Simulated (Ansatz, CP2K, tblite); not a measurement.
# CP2K on generalised stacking fault on (110) of a LiCl-LiBr solid solution (56 atoms): settings against a plane-wave reference, part 3 of 3

How do the settings of CP2K change the result for generalised stacking fault on (110) of a LiCl-LiBr solid solution (56 atoms)? A plane-wave run serves as the yardstick.

Program: CP2K 2026.2; the method stands at each step. Banners, paths, timers and routine set-up lines are dropped from the logs unmarked, and long logs keep their key lines alone; longer cuts are marked.

So far. Step 6 (PBE, DZVP-UZH, 280/50 Ry, diagonalisation): Against the first run (6.3 %), the force difference from the reference is 19 %, at 0.76 times the CPU time (on 2 against 4 cores): the grid matters here.

## 7. The ladder

Differences are against the plane-wave reference, forces as r.m.s. over components; share is that over the reference's r.m.s. force, slope the least-squares factor from reference forces to these. Total energies of different programs have different zeros and aren't compared.

```
                                                         run  Δ force, r.m.s. (meV/Å)  share (%)  slope  Δ pressure (GPa)  Δ gap (eV)  cores  CPU time  memory (GiB)
                                                   reference                        -          -      -                 -           -      4      20 s          0.95
              CP2K PBE, DZVP-UZH, 800/50 Ry, diagonalisation                     22.2       6.27  1.053             0.215     -0.0934      4   5.7 min           4.5
                              CP2K GFN1-xTB, diagonalisation                      155       43.7  1.339             -2.44           -      1     5.7 s          0.24
CP2K PBE, SZV-MOLOPT-SR, 800/50 Ry, diagonalisation (coarse)                     81.2       22.9  1.198              3.26      -0.500      1   3.6 min           3.5
     CP2K PBE, DZVP-UZH, 560/50 Ry, diagonalisation (coarse)                     22.2       6.28  1.053             0.215     -0.0934      2   6.5 min           2.2
     CP2K PBE, DZVP-UZH, 280/50 Ry, diagonalisation (coarse)                     65.7       18.5  1.053             0.434     -0.0953      2   4.3 min          0.97
```

Rows marked coarse were listed beforehand as settings not expected to be converged; some can still land near the reference.

CPU time is summed over cores on a shared host, where runs went side by side, so it is rough. Symmetry, cutoffs, thresholds, outputs and thread counts weren't matched or tuned between programs; memory under MPI is the largest rank's times the ranks.

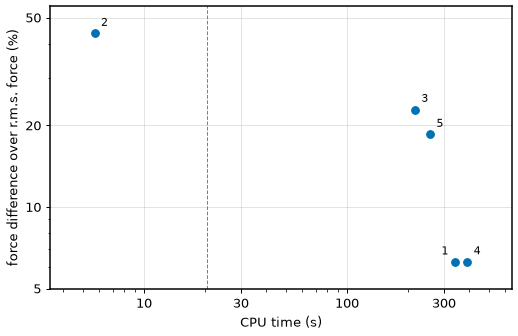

Force difference against CPU time; the dashed line marks the reference's time. Points: 1 CP2K PBE, DZVP-UZH, 800/50 Ry, diagonalisation; 2 CP2K GFN1-xTB, diagonalisation; 3 CP2K PBE, SZV-MOLOPT-SR, 800/50 Ry, diagonalisation; 4 CP2K PBE, DZVP-UZH, 560/50 Ry, diagonalisation; 5 CP2K PBE, DZVP-UZH, 280/50 Ry, diagonalisation.

Mean charges by element (e), by run and scheme:

```
                                           run     scheme     Li     Br     Cl
                                     reference     Löwdin  +0.69  -0.57  -0.65
CP2K PBE, DZVP-UZH, 800/50 Ry, diagonalisation   Mulliken  +0.45  -0.37  -0.49
CP2K PBE, DZVP-UZH, 800/50 Ry, diagonalisation  Hirshfeld  +0.12  -0.08  -0.14
                CP2K GFN1-xTB, diagonalisation   Mulliken  +0.43  -0.28  -0.51
CP2K PBE, DZVP-UZH, 560/50 Ry, diagonalisation   Mulliken  +0.45  -0.37  -0.49
CP2K PBE, DZVP-UZH, 560/50 Ry, diagonalisation  Hirshfeld  +0.12  -0.08  -0.14
```

The reference's Löwdin charges lack the electrons that the projection spills, 0.033 e an atom on average.

Within one program, basis, potentials and functional, energies share a zero. Each run against its twin at the usual cutoff or grid and solver:

```
                                           run                                  twin  Δ energy (meV/atom)  Δ force, r.m.s. (meV/Å)         CPU time over the twin's
CP2K PBE, DZVP-UZH, 560/50 Ry, diagonalisation  DZVP-UZH, 800/50 Ry, diagonalisation               -0.002                    0.281   1.2 (this twin ran on 4 cores)
CP2K PBE, DZVP-UZH, 280/50 Ry, diagonalisation  DZVP-UZH, 800/50 Ry, diagonalisation                -4.36                     62.0  0.76 (this twin ran on 4 cores)
```

A second geometry, displaced anew (every atom was moved at random, 0.04 Å r.m.s. a Cartesian component), gives an energy difference that all programs can be tested on. The reference puts it at -0.073 meV/atom.

```
                                                run  energy less the first geometry's (meV/atom)  error (meV/atom)  force share at the second geometry (%)
     CP2K PBE, DZVP-UZH, 800/50 Ry, diagonalisation                                      -0.0669            0.0061                                    6.81
                     CP2K GFN1-xTB, diagonalisation                                       0.1599             0.233                                    42.1
CP2K PBE, SZV-MOLOPT-SR, 800/50 Ry, diagonalisation                                       0.0316             0.105                                    23.3
     CP2K PBE, DZVP-UZH, 560/50 Ry, diagonalisation                                      -0.0661            0.0069                                    6.80
     CP2K PBE, DZVP-UZH, 280/50 Ry, diagonalisation                                       -0.108            -0.035                                    20.1
```

## 8. Results

- nearest in forces: a tie at 6.3 % of 2 runs: CP2K PBE, DZVP-UZH, 800/50 Ry, diagonalisation; CP2K PBE, DZVP-UZH, 560/50 Ry, diagonalisation (coarse)

In words: The PBE run in local orbitals, coarse settings apart, differs by 6.3 % (CP2K PBE, DZVP-UZH, 800/50 Ry, diagonalisation); basis, grid and potentials can all enter. Tight binding differs by 44 % (CP2K GFN1-xTB, diagonalisation); it is another model, with fitted parameters of its own, and the xTB methods hold dispersion. CP2K GFN1-xTB, diagonalisation needed 73 SCF steps, so its time overstates the method's usual cost. Runs with settings chosen to be coarse differ by 6.3 % (CP2K PBE, DZVP-UZH, 560/50 Ry, diagonalisation) to 23 % (CP2K PBE, SZV-MOLOPT-SR, 800/50 Ry, diagonalisation), their programs' other errors included. One electronic-structure run takes under half the reference's CPU time: CP2K GFN1-xTB, diagonalisation, at 44 % in 5.7 s against 20 s; its pressure misses by -2.4 GPa. CP2K PBE, SZV-MOLOPT-SR, 800/50 Ry, diagonalisation stiffens the forces by a factor of 1.20 while following their directions (correlation 0.995); the slopes of the 5 CP2K runs lie between 1.05 and 1.34. At the same functional, gaps differ from the reference's 5.40 eV by between -0.50 and -0.09 eV. These are spacings on the run's k-points, which needn't hold the band edges. In pressure, CP2K PBE, SZV-MOLOPT-SR, 800/50 Ry, diagonalisation misses by +3.3 GPa, at the same functional. Charges hang on model, scheme and program or settings: among these rows the mean for Li runs from +0.12 to +0.69 e. The energy difference between the two geometries, -0.073 meV/atom in the reference, is met best by CP2K PBE, DZVP-UZH, 800/50 Ry, diagonalisation (+0.0061) and CP2K PBE, DZVP-UZH, 560/50 Ry, diagonalisation (coarse) (+0.0069) and worst by CP2K GFN1-xTB, diagonalisation (+0.233). Periodic xTB results under one method name differ between programs and library versions. The cell is under 6 Å thick along one periodic direction, so every atom has periodic images of itself close by, which move with it and show among its neighbours and in g(r). The reference's stress is far from hydrostatic: its diagonal is 3.4, -2.8, 0.9 GPa, compression counted positive. The host structure and its lattice constant were typed by rule, without a check against the phase diagram. The electronic-structure runs sample only Γ, in a cell whose shortest periodic width is 5 Å.

[Also dropped from logs without a mark: logging warnings of Python, and SIESTA's first energy breakdown and zero terms.]

[Logs are printed without paths, hosts, clocks, repeated set-up lines and the standing remarks that a program may print on its own settings, such as how far it seeks lower states.]

[Hosts, paths, dates, database ids (printed as entryN), source tags and the programs' standing remarks are cut or masked in the printed files.]
